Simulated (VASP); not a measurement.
Band structure of Be4STe3 (ordered alloy cell). Computed with PBEsol GGA, VASP's PBE PAW potentials (set 64) (plane waves; VASP 6.6.1).

Unless said otherwise, spin-orbit coupling is left out, though it shifts the bands of the heavy elements here.

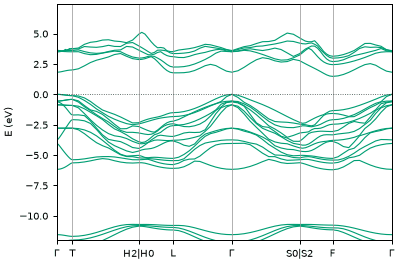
Bands along high-symmetry lines, zero at the valence-band maximum or, without a gap, the Fermi level

Q: Read the plot: is there a gap, and where are the band edges?

A: The gap is indirect, 1.48 eV, from the valence maximum at Γ to the conduction minimum at F. (Edges off the drawn lines would not show.)

The structure was generated: Be4STe3 was put into an ordered model structure (R3m), which need not be its known phase. It was relaxed first.
